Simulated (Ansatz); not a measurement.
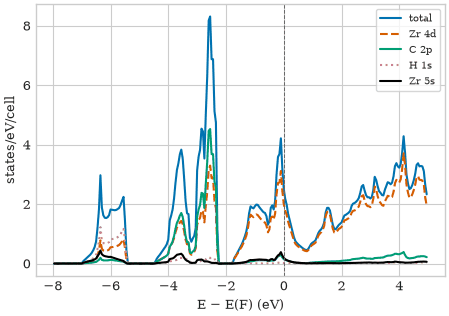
Total and projected density of states of Zr₂HC in space group P3m1 (No. 156; Zr on 1a, Zr on 1b, H on 1a, C on 1c), the program Ansatz at the r²SCAN level (PAW)

**Question.** Which orbitals carry the states next to the Fermi level?

**Answer.** Within 0.5 eV of the Fermi level: Zr 4d 80 %, Zr 5s 7 %, C 2p 6 %. Projections are on Löwdin-orthogonalised atomic valence shells; empty p or d shells of many metals are not among them.

**Question.** Where is the tallest occupied peak in this window, and what makes it?

**Answer.** Near -2.5 eV, about 8.3 states/eV per cell; the largest projected share is C 2p.

The first step of the workflow began from a Materials Project structure, measured or hypothetical; the Crystallography Open Database copy checked does not list it. Its standing as an ambient phase is unchecked. Symmetry was held in the r²SCAN relaxation; whether a distortion lowers the energy is not shown. The run is not spin-polarised. Spin–orbit coupling is left out wherever it is not named.

Potentials: the later of the program's two PAW sets.
